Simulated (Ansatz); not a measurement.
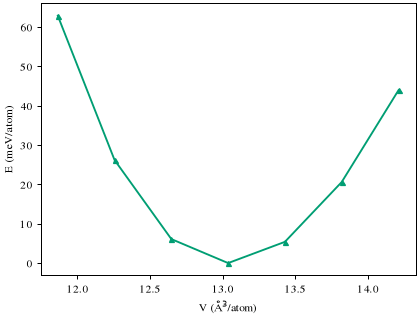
*Si2Ni (fluorite or antifluorite type, Fm-3m) under volume change, the program Ansatz at the PBEsol level (PAW), scaled uniformly.*

### Question
What does a third-order Birch–Murnaghan fit give for V₀, B₀ and B′?

### Answer
V₀ = 13.04 Å³/atom, B₀ = 159 GPa, B′ = 4.9.

The cell was relaxed with PBEsol under the symmetry of its start. The workflow began spin-polarised and lost its moments.

Potentials: the later of the program's two PAW sets.
